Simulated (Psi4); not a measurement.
# Si2H6O (disiloxane) at MP3/cc-pVDZ

What is the vertical singlet–triplet gap of Si2H6O (disiloxane) at MP3/cc-pVDZ? 

The calculation is run with Psi4 1.11.

3 further runs of the same task are left out: 1 that didn't finish, 2 set aside as unsound or not needed.

**1. Starting point**

Si2H6O has 9 atoms, charge 0, and is taken as a singlet. As SMILES, `[SiH3]O[SiH3]`. The shape is that of a PBE0-D4/def2-TZVP optimisation.

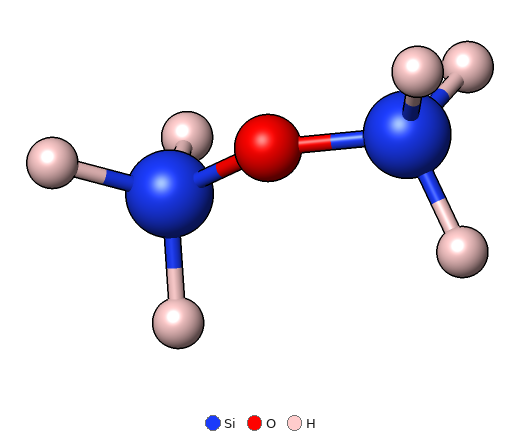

Viewed from a chosen angle; silicon blue, oxygen red, hydrogen pink.

**2. The energy at MP3/cc-pVDZ**

Input file h6osi2_ase.py:

```python
import numpy as np
from ase.calculators.psi4 import Psi4
from ase import Atoms

a = Atoms(['Si', 'O', 'Si', 'H', 'H', 'H', 'H', 'H', 'H'], positions=[
    [-0.710290, 1.052660, -0.919520],
    [0.425550, 0.090990, -0.245380],
    [0.775570, -1.038810, 0.881750],
    [-1.787270, 0.226580, -1.525660],
    [-0.060640, 1.872420, -1.970220],
    [-1.306170, 1.942760, 0.111330],
    [2.224270, -1.343130, 0.800010],
    [-0.009310, -2.275600, 0.628780],
    [0.448290, -0.527870, 2.238910],
])
calc = Psi4(atoms=a, method='mp3', basis='cc-pVDZ', memory='1600MB', num_threads=1, charge=0, multiplicity=1, label='h6osi2')
calc.psi4.set_options({'puream': True, 'e_convergence': 1e-09, 'd_convergence': 1e-08, 'scf_type': 'pk', 'num_frozen_docc': 11, 'mp_type': 'conv'})
a.calc = calc

print(f'energy: {a.get_potential_energy():.6f} eV')
```

Launch:

```console
$ python h6osi2_ase.py
```

h6osi2.dat:

```text
[...]
  Running in c1 symmetry.
[...]
  Nuclear repulsion =  159.419028914662164
[...]
  Multiplicity = 1
[...]
  Nalpha       = 21
  Nbeta        = 21
[...]
    Number of basis functions: 80
[...]
   @RHF iter   1:  -656.19716791704650   -7.63846e-01   5.13716e-03 ADIIS/DIIS
[...]
   @RHF iter  10:  -656.28527152898039   -2.04636e-12   2.68949e-09 DIIS
[...]
    Orbital Energies [Eh]
    ---------------------
    Doubly Occupied:
       1A    -68.816978     2A    -68.816978     3A    -20.558103
       4A     -6.160982     5A     -6.160959     6A     -4.268604
       7A     -4.268594     8A     -4.266854     9A     -4.266848
      10A     -4.266826    11A     -4.266822    12A     -1.343563
      13A     -0.796785    14A     -0.684694    15A     -0.592351
      16A     -0.587370    17A     -0.586029    18A     -0.484604
      19A     -0.484269    20A     -0.449671    21A     -0.446288
[...]
  @RHF Final Energy:  -656.28527152898039
   => Energetics <=
    Nuclear Repulsion Energy =            159.4190289146621637
    One-Electron Energy =               -1226.2602581888409077
    Two-Electron Energy =                 410.5559577451982705
    Total Energy =                       -656.2852715289803882
[...]
 Multipole Moments:
 ------------------------------------------------------------------------------------
     Multipole            Electronic (a.u.)      Nuclear  (a.u.)        Total (a.u.)
 ------------------------------------------------------------------------------------
 L = 1.  Multiply by 2.5417464519 to convert [e a0] to [Debye]
 Dipole X            :          0.8994481           -1.0486308           -0.1491827
 Dipole Y            :          0.1923310           -0.2239048           -0.0315738
 Dipole Z            :         -0.5186641            0.6050292            0.0863651
 Magnitude           :                                                    0.1752464
[...]
	SCS-MP2 Total Energy (a.u.)        :  -656.68425086853085
	SOS-MP2 Total Energy (a.u.)        :  -656.68956556990054
[...]
	SOS-PI-MP2 Total Energy (a.u.)     :  -656.72066511150979
[...]
	MP2 Total Energy (a.u.)            :  -656.67362146579126
[...]
	SCS-MP3 Total Energy (a.u.)        :  -656.69289460368952
[...]
	MP3 Total Energy (a.u.)            :  -656.70819640642594
[...]
```

On the terminal:

```text
energy: -17869.940238 eV
```

Wall time 9.3 s (1 thread of Intel Xeon 6975P-C (Granite Rapids), shared host); peak memory 0.48 GiB.

**3. The triplet at the same level**

Input file h6osi2.in:

```
memory 1600 MB

molecule system {
  0 3
  Si
  O 1 1.633832
  Si 2 1.633825 1 147.20398
  H 1 1.486506 2 110.17129 3 -62.13544
  H 1 1.482573 4 109.61905 2 119.02728
  H 1 1.486608 5 109.63374 4 -119.57661
  H 3 1.482573 2 108.25491 1 -177.9811
  H 3 1.486499 7 109.61973 2 120.20271
  H 3 1.486625 7 109.63335 8 119.57622
  units angstrom
  symmetry c1
  no_reorient
  no_com
}

set {
  basis cc-pVDZ
  reference uhf
  puream true
  e_convergence 1e-09
  d_convergence 1e-08
  scf_type pk
  num_frozen_docc 11
  maxiter 100
  mp_type conv
}

energy_value, wavefunction = energy("mp3", return_wfn=True)
print_variables()
```

Launch:

```console
$ psi4 -i h6osi2.in -o h6osi2.out -n 1
```

h6osi2.out:

```text
[...]
  Running in c1 symmetry.
[...]
  Nuclear repulsion =  159.419023978073994
[...]
  Multiplicity = 3
[...]
  Nalpha       = 22
  Nbeta        = 20
[...]
    Number of basis functions: 80
[...]
   @UHF iter   1:  -655.84644177437769   -4.13120e-01   5.05476e-03 ADIIS/DIIS
[...]
   @UHF iter  22:  -655.99613028024544   -7.61702e-12   9.34387e-09 DIIS
[...]
   @S^2 Observed:                2.012144775E+00
[...]
    Orbital Energies [Eh]
    ---------------------
    Alpha Occupied:
       1A    -68.825234     2A    -68.825231     3A    -20.747698
       4A     -6.173854     5A     -6.173835     6A     -4.284120
       7A     -4.284109     8A     -4.278307     9A     -4.278294
      10A     -4.278165    11A     -4.278147    12A     -1.559010
      13A     -0.908481    14A     -0.814409    15A     -0.753077
      16A     -0.695161    17A     -0.653066    18A     -0.500139
      19A     -0.493826    20A     -0.491985    21A     -0.481071
      22A     -0.114814
    Alpha Virtual:
      23A      0.123334    24A      0.155904    25A      0.172885
[...]
  @UHF Final Energy:  -655.99613028024544
   => Energetics <=
    Nuclear Repulsion Energy =            159.4190239780739944
    One-Electron Energy =               -1224.3702043120056260
    Two-Electron Energy =                 408.9550500536862501
    Total Energy =                       -655.9961302802454384
  UHF NO Occupations:
  HONO-2 :   20  A 1.9979527
  HONO-1 :   21  A 1.0000000
[...]
 Multipole Moments:
 ------------------------------------------------------------------------------------
     Multipole            Electronic (a.u.)      Nuclear  (a.u.)        Total (a.u.)
 ------------------------------------------------------------------------------------
 L = 1.  Multiply by 2.5417464519 to convert [e a0] to [Debye]
 Dipole X            :          0.0108327           -0.0006824            0.0101503
 Dipole Y            :          1.2640675           -1.1811058            0.0829618
 Dipole Z            :          0.3720567           -0.3475759            0.0244808
 Magnitude           :                                                    0.0870919
[...]
	SCS-MP2 Total Energy (a.u.)        :  -656.37327825148748
	SOS-MP2 Total Energy (a.u.)        :  -656.37697987121919
[...]
	SOS-PI-MP2 Total Energy (a.u.)     :  -656.40627599360175
[...]
	MP2 Total Energy (a.u.)            :  -656.36587501202371
[...]
	SCS-MP3 Total Energy (a.u.)        :  -656.38458175364417
[...]
	MP3 Total Energy (a.u.)            :  -656.41108902065048
[...]
```

It took 12 s on 1 thread of Intel Xeon 6975P-C (Granite Rapids), shared host; peak memory 0.48 GiB.

**4. Outcome**

At MP3/cc-pVDZ, 11 core orbitals frozen:

```
                                                           quantity          value
                                              singlet: total energy  -656.70820 Eh
                       singlet: HOMO energy (Hartree–Fock orbitals)      -12.14 eV
                       singlet: LUMO energy (Hartree–Fock orbitals)        3.60 eV
                     singlet: HOMO–LUMO gap (Hartree–Fock orbitals)       15.75 eV
              singlet: correlation energy (11 core orbitals frozen)     -422.9 mEh
                                              triplet: total energy  -656.41109 Eh
triplet: HOMO energy (Hartree–Fock orbitals) (highest over α and β)       -3.12 eV
 triplet: LUMO energy (Hartree–Fock orbitals) (lowest over α and β)       -2.03 eV
              triplet: correlation energy (11 core orbitals frozen)     -415.0 mEh
                         triplet: ⟨S²⟩ of the reference determinant          2.012
                   vertical energy of the triplet above the singlet       8.085 eV
```

In words: At this shape the triplet lies 8.08 eV (780 kJ/mol) above the singlet.
